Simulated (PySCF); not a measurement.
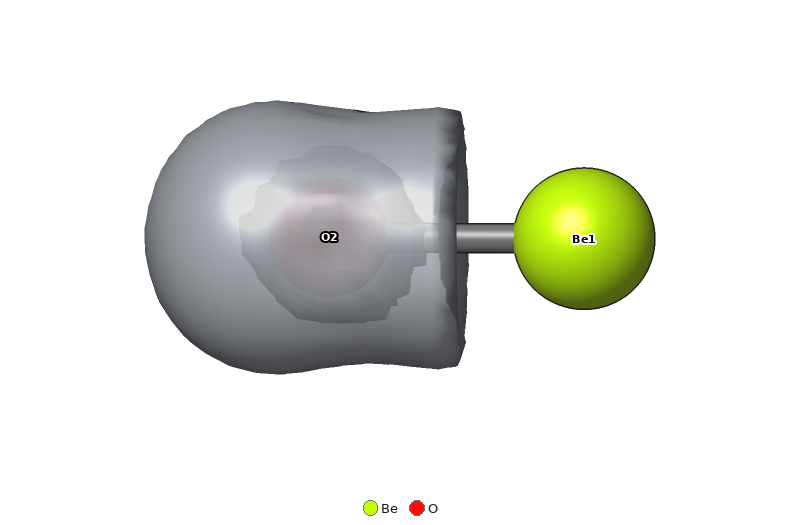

BeO. Isosurface of the ELF at 0.8 (grey), seen from one side. Core shells and regions of very low density are left out.

Level of theory: PySCF, PBE0/aug-cc-pVDZ(-PP), non-relativistic Hamiltonian with scalar-relativistic core potentials where named, at a bond length of 1.340 Å.

Question: Describe the localisation domains.

Answer: At this value the surface marks out one region wrapped around O (its valence shell).

Values along the shortest contacts:
Be–O (1.34 Å): the ELF peaks at about 0.85 in the valence shell of O, 0.6 Å from its nucleus, and is about 0.75 at the midpoint.
